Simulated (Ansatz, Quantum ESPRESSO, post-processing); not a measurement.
# From contact to tunnelling: vacuum gaps between two Ta(110) faces, part 4 of 4

Aim: how the conductance falls as the barrier grows, for vacuum gaps between two Ta(110) faces.

Quantum ESPRESSO 7.5; plane-wave DFT, PBE, JTH PAW pseudopotentials; cross-check by Ansatz 0.2.0 with PAW datasets.

So far. Step 6 (Transmission with pwcond.x, 5 Å): T goes from 0.522 to 0.284, a factor of 1.8. Step 7 (Cross-check with Ansatz, 5 Å): Ansatz finds T = 0.283 against pwcond's 0.284.

## (8) Self-consistent run, 6 Å

Level of this step: plane-wave DFT, PBE, JTH PAW pseudopotentials (Quantum ESPRESSO 7.5).

File j2.scf.in:

```
&control
  prefix = 'j2.scf'
  outdir = './out'
  pseudo_dir = './pseudo'
  calculation = 'scf'
  tprnfor = .true.
/
&system
  ibrav = 0
  nat = 16
  ntyp = 1
  ecutwfc = 45
  ecutrho = 360
  occupations = 'smearing'
  smearing = 'mv'
  degauss = 0.01
/
&electrons
  conv_thr = 1e-07
  mixing_beta = 0.25
  electron_maxstep = 120
  mixing_mode = 'local-TF'
/
ATOMIC_SPECIES
  Ta  180.9479  Ta.GGA_PBE-JTH.UPF
CELL_PARAMETERS angstrom
  3.32000000000000 0.00000000000000 0.00000000000000
  1.66000000000000 2.34759451353934 0.00000000000000
  0.00000000000000 0.00000000000000 41.21391770309007
ATOMIC_POSITIONS crystal
  Ta  0.000000000000 0.000000000000 0.000000000000
  Ta  0.500000000000 0.000000000000 0.056961207388
  Ta  0.000000000000 0.000000000000 0.113922414775
  Ta  0.500000000000 0.000000000000 0.170883622163
  Ta  0.000000000000 0.000000000000 0.227844829550
  Ta  0.500000000000 0.000000000000 0.284806036938
  Ta  0.000000000000 0.000000000000 0.341767244325
  Ta  0.500000000000 0.000000000000 0.398728451713
  Ta  0.000000000000 0.000000000000 0.544310340900
  Ta  0.500000000000 0.000000000000 0.601271548287
  Ta  0.000000000000 0.000000000000 0.658232755675
  Ta  0.500000000000 0.000000000000 0.715193963062
  Ta  0.000000000000 0.000000000000 0.772155170450
  Ta  0.500000000000 0.000000000000 0.829116377837
  Ta  0.000000000000 0.000000000000 0.886077585225
  Ta  0.500000000000 0.000000000000 0.943038792612
K_POINTS automatic
  9 10 1 0 0 0
```

Started as:

```bash
> OMP_NUM_THREADS=1 mpirun -n 4 pw.x -nk 4 -in j2.scf.in > j2.scf.out
```

Numbers of over 12 decimals in the logs are rounded to 6 here.

What it wrote:

```text
[banner, memory and clock lines left out]
Program PWSCF v.7.5 starts
[...]
Message from routine setup:
[...]
number of electrons       =       208.00
     number of Kohn-Sham states=          125
     kinetic-energy cutoff     =      45.0000  Ry
     charge density cutoff     =     360.0000  Ry
[...]
number of k points=    46  Marzari-Vanderbilt smearing, width (Ry)=  0.0100
[...]
Dense  grid:   250291 G-vectors     FFT dimensions: (  40,  36, 480)
[...]
Starting wfcs are  288 randomized atomic wfcs
[...]
estimated scf accuracy    <      31.83289440 Ry
[...]
estimated scf accuracy    <      13.90260227 Ry
[...]
estimated scf accuracy    <       3.20578062 Ry
[...]
estimated scf accuracy    <       4.28235237 Ry
[...]
estimated scf accuracy    <       0.02584226 Ry
[...]
estimated scf accuracy    <       0.01343286 Ry
[...]
estimated scf accuracy    <       0.00281531 Ry
[...]
estimated scf accuracy    <       0.02062378 Ry
[...]
estimated scf accuracy    <       0.00248778 Ry
[...]
estimated scf accuracy    <       0.00032423 Ry
[...]
estimated scf accuracy    <       0.00045092 Ry
[...]
estimated scf accuracy    <       0.00001790 Ry
[...]
estimated scf accuracy    <       0.00001484 Ry
[...]
estimated scf accuracy    <       0.00000099 Ry
[...]
estimated scf accuracy    <       0.00000012 Ry
[...]
the Fermi energy is    16.0729 ev
!    total energy              =  -11633.99150071 Ry
[...]
estimated scf accuracy    <       0.00000007 Ry
     smearing contrib. (-TS)   =       0.00168805 Ry
     internal energy E=F+TS    =  -11633.99318875 Ry
[...]
one-electron contribution =   -2247.10905347 Ry
     hartree contribution      =    1259.31809526 Ry
     xc contribution           =    -435.25957432 Ry
     ewald contribution        =    -531.97108067 Ry
[...]
convergence has been achieved in  16 iterations
[...]
Total force =     0.035512     Total SCF correction =     0.001282
[...]
```

Run time: 14 min. Hardware: 4 MPI ranks of Arm Neoverse V2, shared host; peak memory 2.5 GiB; 58 min of CPU time.

This step gave:

| Property | Result |
| --- | --- |
| free energy | -158288.5182 eV |
| Fermi energy | 16.07 eV |

## (9) The open system, 6 Å

File j2.cond.in:

```
&inputcond
  outdir = './out'
  prefixt = 'j2.scf'
  tran_file = 'j2.cond.dat'
  bdl = 1.4142135633
  bds = 12.4138306325
  ikind = 1
  ewind = 4.0
  epsproj = 1e-05
  nz1 = 7
  energy0 = 0.4
  denergy = -0.4
/
21
  0.00000000 0.00000000 0.01562500
  0.00000000 0.12500000 0.03125000
  0.00000000 0.25000000 0.03125000
  0.00000000 0.37500000 0.03125000
  0.00000000 0.50000000 0.01562500
  0.12500000 0.00000000 0.06250000
  0.12500000 0.25000000 0.06250000
  0.12500000 0.37500000 0.06250000
  0.12500000 0.50000000 0.06250000
  0.25000000 0.00000000 0.06250000
  0.25000000 0.12500000 0.03125000
  0.25000000 0.37500000 0.06250000
  0.25000000 0.50000000 0.06250000
  0.25000000 0.62500000 0.03125000
  0.37500000 0.00000000 0.06250000
  0.37500000 0.12500000 0.06250000
  0.37500000 0.50000000 0.06250000
  0.37500000 0.62500000 0.06250000
  0.50000000 0.00000000 0.03125000
  0.50000000 0.12500000 0.06250000
  0.50000000 0.25000000 0.03125000
3
```

Started as:

```bash
> OMP_NUM_THREADS=1 mpirun -n 4 pwcond.x -in j2.cond.in > j2.cond.out
```

What it wrote:

```text
[banner, memory and clock lines left out]
Program PWCOND v.7.5 starts
[citation notice left out]

[...]
./out/j2.scf.save/
     file Ta.GGA_PBE-JTH.UPF: wavefunction(s)  5S 6S 5P 6P 5D 0D renormalized

     IMPORTANT: XC functional enforced from input :
     Exchange-correlation= PBE
                           (   1   4   3   4   0   0   0)
     Any further DFT definition will be discarded
     Please, verify this is what you really want

     Reading collected, re-writing distributed wavefunctions

===== INPUT FILE containing all the regions =====

[...]
---  E-Ef =   -0.4000000  k =    0.5000000   0.2500000
---  ie =          3  ik =         21
 Nchannels of the left tip =            1
 Right moving states:
   k1(2pi/a)   k2(2pi/a)   E-Ef (eV)
  -0.4194096   0.0000155  -0.4000000
 Left moving states:
   k1(2pi/a)   k2(2pi/a)   E-Ef (eV)
   0.4194097   0.0000155  -0.4000000

 to transmit
 Band j to band i transmissions and reflections:
    j         i     |T_ij|^2    |R_ij|^2

    1 -->     1     0.01193     0.98807
   Total T_j, R_j =    0.01193  0.98807

E-Ef(ev), T(x2 spins) =   -0.4000000   0.0238592
   T_tot     0.40000      0.17619E+00
   T_tot     0.00000      0.30834E+00
   T_tot    -0.40000      0.37325E+00

[...]
```

The job ended after 2.8 min (4 MPI ranks; peak memory 0.35 GiB).

Numbers from this step:

```
transmission at the Fermi level, one spin : 0.1542
conductance                               : 0.1542 G₀
```

Per spin; mean over the k mesh across the current. The transmission, zone mean by energy, zero at the Fermi level:

```csv
energy (eV),"transmission, zone mean"
-0.400,0.187
0.000,0.154
0.400,0.0881
```

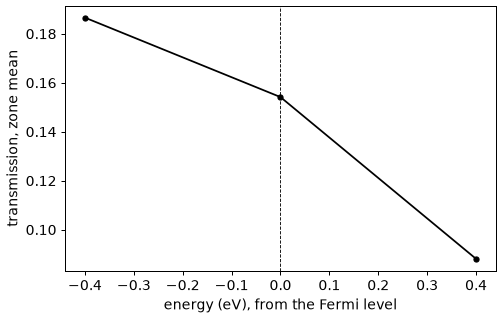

Transmission, zone mean against energy.

At 0.000 eV; k in fractions of b1, b2. Transmission by k point:

```csv
k1,k2,weight,t,channels
0,0,0.01562,0.5603,3
0,0.125,0.03125,0.7042,3
0,0.25,0.03125,6.00e-7,1
0,0.375,0.03125,0.003794,2
0,0.5,0.01562,3.19e-4,2
0.125,0,0.0625,0.7208,3
0.125,0.25,0.0625,0.7717,2
0.125,0.375,0.0625,0.0388,1
0.125,0.5,0.0625,3.54e-4,2
0.25,0,0.0625,0,0
0.25,0.125,0.03125,0.6338,3
0.25,0.375,0.0625,0,0
0.25,0.5,0.0625,0.04807,1
0.25,0.625,0.03125,7.50e-4,2
0.375,0,0.0625,0.03922,2
0.375,0.125,0.0625,0.009197,1
0.375,0.5,0.0625,0.005134,2
0.375,0.625,0.0625,0.009584,1
0.5,0,0.03125,0.003726,2
0.5,0.125,0.0625,0.007679,3
0.5,0.25,0.03125,0.005841,1
```

The run is unpolarised; a magnetic state was not tried, may lie lower and would change T.

T goes from 0.284 to 0.154, a factor of 1.8.

## (10) Cross-check with Ansatz, 6 Å

Level of this step: plane-wave DFT, PBE, Ansatz PAW (Ansatz 0.2.0).

File input.yaml:

```yaml
crystal:
  lattice:
    - [3.32, 0.0, 0.0]
    - [1.66, 2.3475945135, 0.0]
    - [0.0, 0.0, 41.2139177031]
  atoms:
    - { symbol: Ta, position: [0.0, 0.0, 0.0] }
    - { symbol: Ta, position: [0.5, 0.0, 0.0569612074] }
    - { symbol: Ta, position: [0.0, 0.0, 0.1139224148] }
    - { symbol: Ta, position: [0.5, 0.0, 0.1708836222] }
    - { symbol: Ta, position: [0.0, 0.0, 0.2278448296] }
    - { symbol: Ta, position: [0.5, 0.0, 0.2848060369] }
    - { symbol: Ta, position: [0.0, 0.0, 0.3417672443] }
    - { symbol: Ta, position: [0.5, 0.0, 0.3987284517] }
    - { symbol: Ta, position: [0.0, 0.0, 0.5443103409] }
    - { symbol: Ta, position: [0.5, 0.0, 0.6012715483] }
    - { symbol: Ta, position: [0.0, 0.0, 0.6582327557] }
    - { symbol: Ta, position: [0.5, 0.0, 0.7151939631] }
    - { symbol: Ta, position: [0.0, 0.0, 0.7721551704] }
    - { symbol: Ta, position: [0.5, 0.0, 0.8291163778] }
    - { symbol: Ta, position: [0.0, 0.0, 0.8860775852] }
    - { symbol: Ta, position: [0.5, 0.0, 0.9430387926] }
kpoints:
  mp_grid: { grid: [9, 10, 1] }
hamiltonian:
  xc: pbe
scf:
  occupations: { method: fermi_dirac, width: 0.1 }
  convergence: { dr2_threshold: 1.0e-08 }
output:
  transmission: { leads: [[0, 2]], e_range: [-0.4, 0.4], de: 0.4, kmesh: [8, 8] }
  write_potential: true
  write_density: true
  volumetric_format: npy
```

Started as:

```bash
> ansatz run input.yaml --threads 4 --pin off --max-ram 16384MiB --backend cpu --events-out ev --progress --plain --runs-dir out
```

What it wrote:

```text
[...]
Crystal: 16 atoms, lattice volume = 321.222 Å³
Basis set: ecut = 420 eV, 6291 PW (Γ)
Bands: 125, of which v1, the nominal top of the filled ones, is band 104 counted from 1 (103 counted from 0)
Symmetry: 4 space group operations
k-points: 46 of 90
[...]
k-point 45: bands = [... 100 lower, 16.1475, 16.2100, 16.2463, 16.3731, 16.5845, 16.7010, 16.9203, 16.9948, ... 17 higher]
--- Transmission ---
  basis      : 67 plane waves across, 68 finite elements along
  points     : 34, standing for a mesh of 8 x 8
[...]
channels       : 1.640625e0 a spin
[...]
slowest decay  : 0.1359 /Å at (0.2500, 0.0000)
  junction   : crystal 0 to crystal 0, -0.48 to 36.04 Å
    transmission   : 1.523740e-1 a spin
[...]
[key lines of the parts left out:]
SCF converged after 9 iterations
Free energy (F): -158913.991818 eV
Fermi energy:    16.388934 eV
```

Wall time 60 s (4 threads); peak memory 1.8 GiB; 3.6 min of CPU time.

Numbers from this step:

```
free energy                                  : -158913.9918 eV
energy at zero smearing                      : -158913.6287 eV
smearing term TS                             : 0.7262 eV
Fermi energy                                 : 16.39 eV
transmission at the Fermi level, one spin    : 0.1524
step of the lead's Hamiltonian over a period : 3.6 meV
```

Per spin; mean over the k mesh across the current. Table of transmission, zone mean by energy, zero at the Fermi level:

```csv
energy (eV),"transmission, zone mean"
-0.400,0.200
0.000,0.152
0.400,0.0847
```

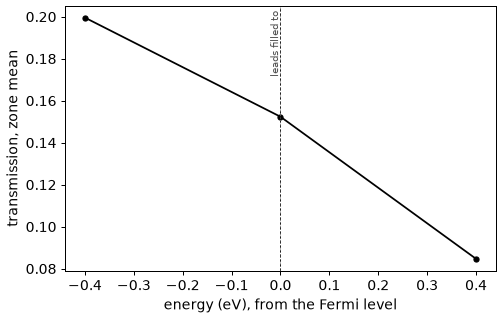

Transmission, zone mean, plotted against energy.

Ansatz finds T = 0.152 against pwcond's 0.154.

## (11) SCF with pw.x, 7 Å

Level of this step: plane-wave DFT, PBE, JTH PAW pseudopotentials (Quantum ESPRESSO 7.5).

File j3.scf.in:

```
&control
  prefix = 'j3.scf'
  outdir = './out'
  pseudo_dir = './pseudo'
  calculation = 'scf'
  tprnfor = .true.
/
&system
  ibrav = 0
  nat = 16
  ntyp = 1
  ecutwfc = 45
  ecutrho = 360
  occupations = 'smearing'
  smearing = 'mv'
  degauss = 0.01
/
&electrons
  conv_thr = 1e-07
  mixing_beta = 0.25
  electron_maxstep = 120
  mixing_mode = 'local-TF'
/
ATOMIC_SPECIES
  Ta  180.9479  Ta.GGA_PBE-JTH.UPF
CELL_PARAMETERS angstrom
  3.32000000000000 0.00000000000000 0.00000000000000
  1.66000000000000 2.34759451353934 0.00000000000000
  0.00000000000000 0.00000000000000 42.21391770309006
ATOMIC_POSITIONS crystal
  Ta  0.000000000000 0.000000000000 0.000000000000
  Ta  0.500000000000 0.000000000000 0.055611860762
  Ta  0.000000000000 0.000000000000 0.111223721525
  Ta  0.500000000000 0.000000000000 0.166835582287
  Ta  0.000000000000 0.000000000000 0.222447443050
  Ta  0.500000000000 0.000000000000 0.278059303812
  Ta  0.000000000000 0.000000000000 0.333671164574
  Ta  0.500000000000 0.000000000000 0.389283025337
  Ta  0.000000000000 0.000000000000 0.555105113901
  Ta  0.500000000000 0.000000000000 0.610716974663
  Ta  0.000000000000 0.000000000000 0.666328835426
  Ta  0.500000000000 0.000000000000 0.721940696188
  Ta  0.000000000000 0.000000000000 0.777552556950
  Ta  0.500000000000 0.000000000000 0.833164417713
  Ta  0.000000000000 0.000000000000 0.888776278475
  Ta  0.500000000000 0.000000000000 0.944388139238
K_POINTS automatic
  9 10 1 0 0 0
```

Started as:

```bash
> OMP_NUM_THREADS=1 mpirun -n 4 pw.x -nk 4 -in j3.scf.in > j3.scf.out
```

What it wrote:

```text
[banner, memory and clock lines left out]
Program PWSCF v.7.5 starts
[...]
Message from routine setup:
[...]
number of electrons       =       208.00
     number of Kohn-Sham states=          125
     kinetic-energy cutoff     =      45.0000  Ry
     charge density cutoff     =     360.0000  Ry
[...]
number of k points=    46  Marzari-Vanderbilt smearing, width (Ry)=  0.0100
[...]
Dense  grid:   256301 G-vectors     FFT dimensions: (  40,  36, 486)
[...]
Starting wfcs are  288 randomized atomic wfcs
[...]
estimated scf accuracy    <      31.86908537 Ry
[...]
estimated scf accuracy    <      14.03472301 Ry
[...]
estimated scf accuracy    <       3.17127076 Ry
[...]
estimated scf accuracy    <       5.00566928 Ry
[...]
estimated scf accuracy    <       0.04496328 Ry
[...]
estimated scf accuracy    <       0.12177953 Ry
[...]
estimated scf accuracy    <       0.01855068 Ry
[...]
estimated scf accuracy    <       0.06979616 Ry
[...]
estimated scf accuracy    <       0.02071256 Ry
[...]
estimated scf accuracy    <       0.00074698 Ry
[...]
estimated scf accuracy    <       0.00062285 Ry
[...]
estimated scf accuracy    <       0.00003086 Ry
[...]
estimated scf accuracy    <       0.00005905 Ry
[...]
estimated scf accuracy    <       0.00000635 Ry
[...]
estimated scf accuracy    <       0.00000072 Ry
[...]
estimated scf accuracy    <       0.00000015 Ry
[...]
the Fermi energy is    15.5793 ev
!    total energy              =  -11633.99003683 Ry
[...]
estimated scf accuracy    <       0.00000006 Ry
     smearing contrib. (-TS)   =       0.00168067 Ry
     internal energy E=F+TS    =  -11633.99171750 Ry
[...]
one-electron contribution =   -3422.22402244 Ry
     hartree contribution      =    1843.11960137 Ry
     xc contribution           =    -435.26112092 Ry
     ewald contribution        =      59.34603608 Ry
[...]
convergence has been achieved in  17 iterations
[...]
Total force =     0.038417     Total SCF correction =     0.001669
[...]
```

It took 15 min on 4 MPI ranks; peak memory 2.4 GiB; 60 min of CPU time.

Numbers from this step:

- free energy: -158288.4982 eV
- Fermi energy: 15.58 eV

## (12) The open system, 7 Å

j3.cond.in, as its differences from the input of step 9:

```diff
@@ -2,6 +2,6 @@
   outdir = './out'
-  prefixt = 'j2.scf'
-  tran_file = 'j2.cond.dat'
+  prefixt = 'j3.scf'
+  tran_file = 'j3.cond.dat'
   bdl = 1.4142135633
-  bds = 12.4138306325
+  bds = 12.7150354518
   ikind = 1
```

Started as:

```bash
> OMP_NUM_THREADS=1 mpirun -n 4 pwcond.x -in j3.cond.in > j3.cond.out
```

What it wrote:

```text
[banner, memory and clock lines left out]
Program PWCOND v.7.5 starts
[citation notice left out]

[...]
./out/j3.scf.save/
     file Ta.GGA_PBE-JTH.UPF: wavefunction(s)  5S 6S 5P 6P 5D 0D renormalized

     IMPORTANT: XC functional enforced from input :
     Exchange-correlation= PBE
                           (   1   4   3   4   0   0   0)
     Any further DFT definition will be discarded
     Please, verify this is what you really want

     Reading collected, re-writing distributed wavefunctions

===== INPUT FILE containing all the regions =====

[...]
---  E-Ef =   -0.4000000  k =    0.5000000   0.2500000
---  ie =          3  ik =         21
 Nchannels of the left tip =            1
 Right moving states:
   k1(2pi/a)   k2(2pi/a)   E-Ef (eV)
  -0.4217436   0.0000186  -0.4000000
 Left moving states:
   k1(2pi/a)   k2(2pi/a)   E-Ef (eV)
   0.4217435   0.0000186  -0.4000000

 to transmit
 Band j to band i transmissions and reflections:
    j         i     |T_ij|^2    |R_ij|^2

    1 -->     1     0.00083     0.99917
   Total T_j, R_j =    0.00083  0.99917

E-Ef(ev), T(x2 spins) =   -0.4000000   0.0016652
   T_tot     0.40000      0.35069E-01
   T_tot     0.00000      0.11131E+00
   T_tot    -0.40000      0.63773E-01

[...]
```

Run time: 2.7 min. Hardware: 4 MPI ranks; peak memory 0.35 GiB; 11 min of CPU time.

This step gave:

```
transmission at the Fermi level, one spin : 0.05565
conductance                               : 0.05565 G₀
```

Per spin; mean over the k mesh across the current. Transmission, zone mean against energy, zero at the Fermi level:

```csv
energy (eV),"transmission, zone mean"
-0.400,0.0319
0.000,0.0557
0.400,0.0175
```

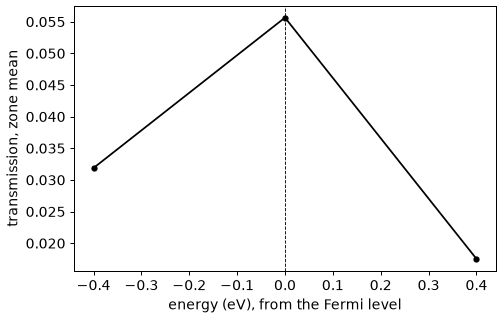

Transmission, zone mean, plotted against energy.

The run is unpolarised; a magnetic state was not tried, may lie lower and would change T.

T goes from 0.154 to 0.0557, a factor of 2.8.

## (13) Cross-check with Ansatz, 7 Å

Level of this step: plane-wave DFT, PBE, Ansatz PAW (Ansatz 0.2.0).

input.yaml, the sections that differ from step 10:

```yaml
crystal:
  lattice:
    - [3.32, 0.0, 0.0]
    - [1.66, 2.3475945135, 0.0]
    - [0.0, 0.0, 42.2139177031]
  atoms:
    - { symbol: Ta, position: [0.0, 0.0, 0.0] }
    - { symbol: Ta, position: [0.5, 0.0, 0.0556118608] }
    - { symbol: Ta, position: [0.0, 0.0, 0.1112237215] }
    - { symbol: Ta, position: [0.5, 0.0, 0.1668355823] }
    - { symbol: Ta, position: [0.0, 0.0, 0.222447443] }
    - { symbol: Ta, position: [0.5, 0.0, 0.2780593038] }
    - { symbol: Ta, position: [0.0, 0.0, 0.3336711646] }
    - { symbol: Ta, position: [0.5, 0.0, 0.3892830253] }
    - { symbol: Ta, position: [0.0, 0.0, 0.5551051139] }
    - { symbol: Ta, position: [0.5, 0.0, 0.6107169747] }
    - { symbol: Ta, position: [0.0, 0.0, 0.6663288354] }
    - { symbol: Ta, position: [0.5, 0.0, 0.7219406962] }
    - { symbol: Ta, position: [0.0, 0.0, 0.777552557] }
    - { symbol: Ta, position: [0.5, 0.0, 0.8331644177] }
    - { symbol: Ta, position: [0.0, 0.0, 0.8887762785] }
    - { symbol: Ta, position: [0.5, 0.0, 0.9443881392] }
# kpoints, hamiltonian, scf, output: as in step 10
```

Started as:

```bash
> ansatz run input.yaml --threads 4 --pin off --max-ram 16384MiB --backend cpu --events-out ev --progress --plain --runs-dir out
```

What it wrote:

```text
[...]
Crystal: 16 atoms, lattice volume = 329.016 Å³
Basis set: ecut = 420 eV, 6439 PW (Γ)
Bands: 125, of which v1, the nominal top of the filled ones, is band 104 counted from 1 (103 counted from 0)
Symmetry: 4 space group operations
k-points: 46 of 90
[...]
k-point 45: bands = [... 100 lower, 15.6486, 15.7104, 15.7475, 15.8763, 16.0841, 16.1987, 16.4249, 16.5001, ... 17 higher]
--- Transmission ---
  basis      : 67 plane waves across, 69 finite elements along
  points     : 34, standing for a mesh of 8 x 8
[...]
channels       : 1.640625e0 a spin
[...]
slowest decay  : 0.1358 /Å at (0.2500, 0.0000)
  junction   : crystal 0 to crystal 0, -0.48 to 37.04 Å
    transmission   : 5.348950e-2 a spin
[...]
[key lines of the parts left out:]
SCF converged after 9 iterations
Free energy (F): -158913.969597 eV
Fermi energy:    15.889278 eV
```

The job ended after 60 s (4 threads; peak memory 1.9 GiB; 3.7 min of CPU time).

Numbers from this step:

- free energy: -158913.9696 eV
- energy at zero smearing: -158913.6064 eV
- smearing term TS: 0.7264 eV
- Fermi energy: 15.89 eV
- transmission at the Fermi level, one spin: 0.05349
- step of the lead's Hamiltonian over a period: 3.5 meV

Per spin; mean over the k mesh across the current. The transmission, zone mean by energy, zero at the Fermi level:

```csv
energy (eV),"transmission, zone mean"
-0.400,0.0305
0.000,0.0535
0.400,0.0166
```

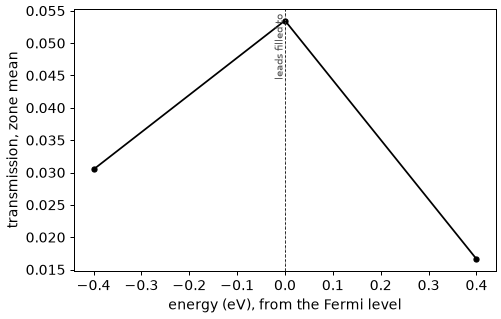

Transmission, zone mean, plotted against energy.

Ansatz finds T = 0.0535 against pwcond's 0.0557.

## (14) The series side by side

All levels:

```csv
level,T by pwcond,T by Ansatz,lead channels,CPU time (s)
4 Å,0.522,0.5144,1.641,3564
5 Å,0.284,0.2828,1.641,3999
6 Å,0.1542,0.1524,1.641,4124
7 Å,0.05565,0.05349,1.641,4252
```

## (15) A check by hand

For the narrowest barrier, the Landauer sum over the mesh, Σ w T = 0.0625 × 1.03 + 0.0625 × 0.975 + 0.0625 × 0.875 + … = 0.5220.

G = 0.522 × 77.48 µS = 40.4 µS a cell. Times the area of 7.794 Å², the resistance-area product is A/G = 1.93 fΩ m², the leads' contact resistance included.

κ = ln(T₁/T₂)/(2Δd) = ln(0.1542/0.05565)/(2 × 1 Å) = 0.51 1/Å.

## (16) What came out

```json
{
  "conductance a cell at 4 Å": "0.522 G₀",
  "conductance a cell at 5 Å": "0.284 G₀",
  "conductance a cell at 6 Å": "0.154 G₀",
  "conductance a cell at 7 Å": "0.0557 G₀",
  "fall of ln T per Å over the last interval": "1.02"
}
```

The conductance goes from 0.522 G₀ at 4 Å to 0.0557 G₀ at 7 Å (PBE, JTH PAW). Interval by interval ln T falls by 0.61, 0.61 and 1.02 per Å: the decay still steepens, so it isn't yet a plain exponential. Even at the widest gap some points across still pass up to 0.91, so the fall of the mean gives no barrier height. Ansatz follows the series within a factor of 1.04. Points with over 2.5 times the mean carry up to 93 % of T, so the means lean on few points, and the mesh was not tested. The geometries are as built, not relaxed, and the leads are short. Semilocal functionals lack the image potential in a vacuum gap. Spin-orbit coupling is left out; depending on the atoms that carry the levels of interest, it can split and shift them by tenths of an eV to an eV or more.

[Logs are printed without paths, hosts, clocks, repeated set-up lines and the standing remarks that a program may print on its own settings, such as how far it seeks lower states.]

[Hosts, paths, dates, database ids (printed as entryN), source tags and the programs' standing remarks are cut or masked in the printed files.]

[Maps of the electrostatic potential energy from Ansatz leave out the sawtooth potential of an applied field or a dipole correction, so their vacuum need not be flat; planar profiles and work functions include it.]
